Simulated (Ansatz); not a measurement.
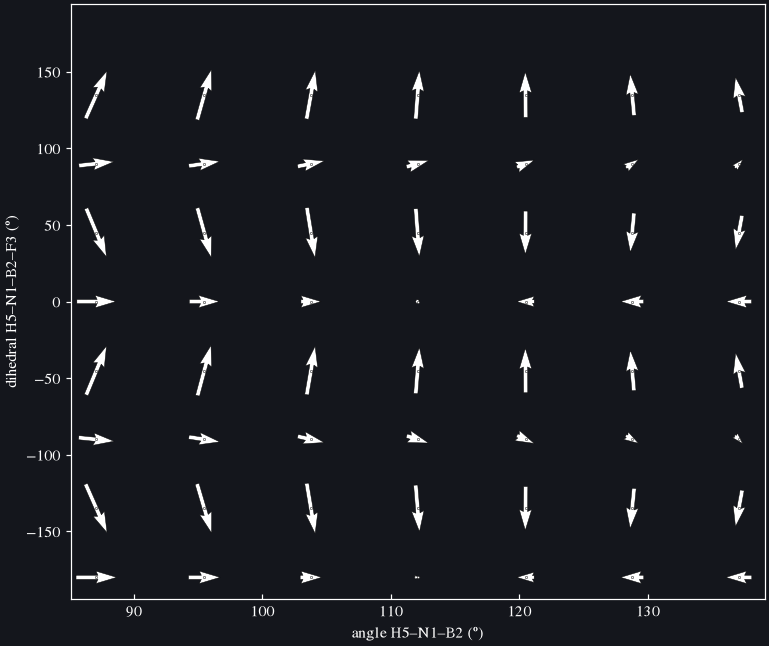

BClFHN, SMILES [NH-]B(F)Cl, charge −1. 
- The first coordinate is: angle H5–N1–B2; the second: dihedral H5–N1–B2–F3.
- Nothing is relaxed (all other coordinates rigid).
- Grid: 7 × 8 points; 35 points were computed and 21 follow by symmetry.
- Points are written as (first, second).
- These are results of Ansatz 0.2.0, RKS B3LYP-D4/def2-TZVPD, not measurements.

Drawn: dots at the grid points, arrows along the force (downhill), their lengths compressed.

Q: The arrows alone are given. Where are the wells?

A: The arrows converge at about (113°, −180°); (112.1°, 0°) (4.0 kJ/mol up) (read from the interpolated surface).

The energy map of the same scan:

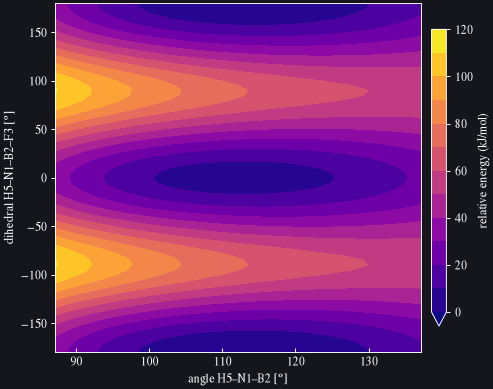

Energies are in kJ/mol, from the lowest grid point; between grid points the surface is interpolated.
